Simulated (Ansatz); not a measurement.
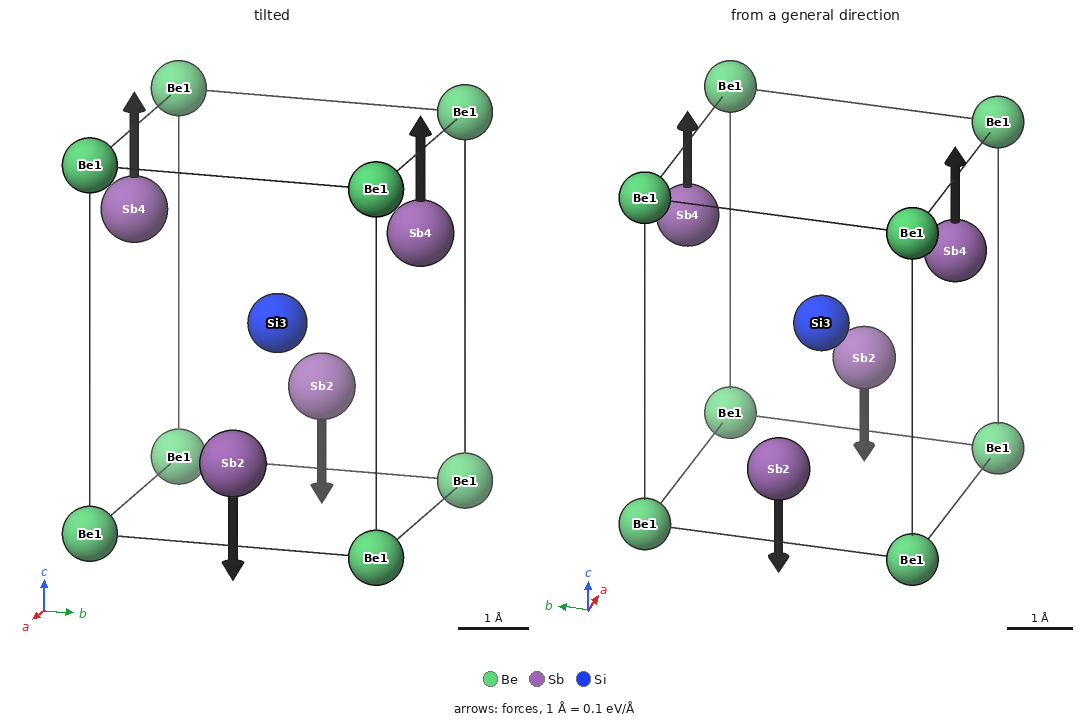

We look at a spheres-only model of the crystal slightly off an axis and from a general direction. One simulation cell is framed, with atoms on its boundary repeated. The arrows are the computed forces on the atoms.

System: BeSiSb$_{2}$. Results below were computed with DFT, PBE, plane waves, PAW (Ansatz); the settings were plane-wave cutoff 420 eV, k-mesh 6×6×4, Fermi-Dirac smearing of 0.02 eV, no spin polarisation.

Is the structure at a minimum of the energy?

No. The atoms still feel forces of up to about 0.13 eV/Å, above a usual threshold of 0.01 to 0.03 eV/Å.

Which atom feels the largest force?

Sb2 and Sb4, about 0.13 eV/Å.

The cell started as a structure type filled with these elements by a generator (whether the compound takes this form wasn't checked). The cell was then strained or its atoms displaced on purpose. A calculation with Ansatz used it as input.
